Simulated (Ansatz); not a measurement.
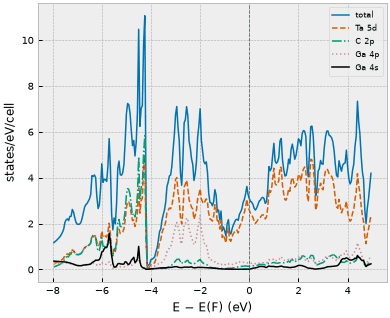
Total and projected density of states of Ta2GaC in space group P6_3/mmc (No. 194; Ta on 4f, Ga on 2c, C on 2a), the program Ansatz at the PBEsol level (PAW)

Which orbitals carry the states next to the Fermi level?

Within 0.5 eV of the Fermi level: Ta 5d 79 %, Ga 4p 10 %, C 2p 5 %. Projections are on Löwdin-orthogonalised atomic valence shells; empty p or d shells of many metals are not among them.

Where is the tallest occupied peak in this window, and what makes it?

Near -4.2 eV, about 11 states/eV per cell; the largest projected share is C 2p.

The workflow started from a Materials Project entry (that database holds measured and hypothetical structures alike); the Crystallography Open Database copy checked does not list it. Its standing as an ambient phase is unchecked. The PBEsol relaxation kept the symmetry of its start; its stability against distortions is not shown here. The run is not spin-polarised. Spin–orbit coupling is left out wherever it is not named.

Potentials: the later of the program's two PAW sets.
